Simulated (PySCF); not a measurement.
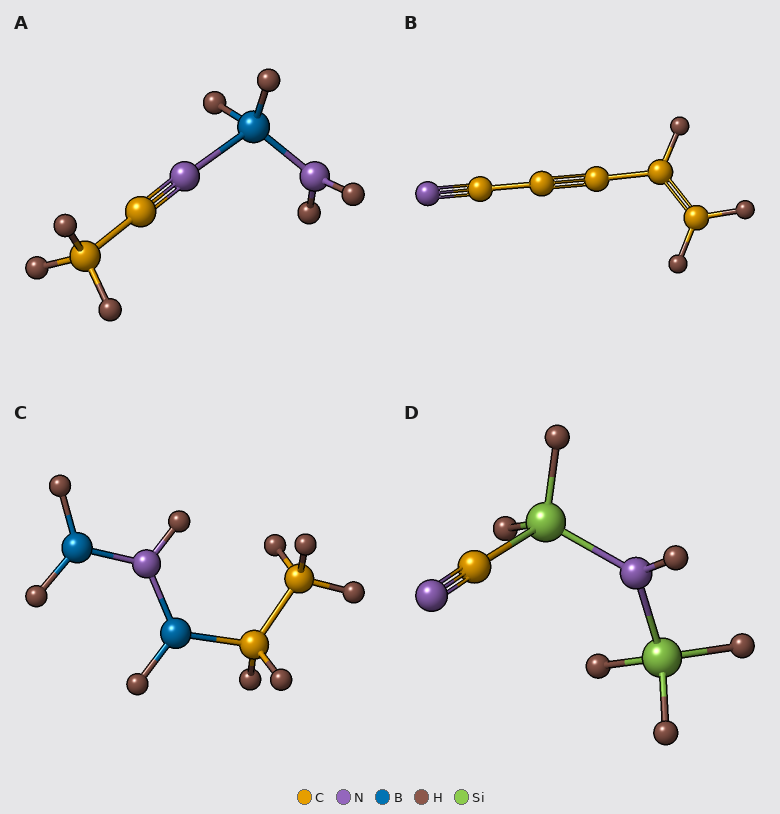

The picture comes from a calculation with PySCF.

**Match each picture to its SMILES.**
(1) BNBCC
(2) C=CC#CC#N
(3) CC#[N+][BH2-]N
(4) N#C[SiH2]N[SiH3]

A is (3), B is (2), C is (1), D is (4).
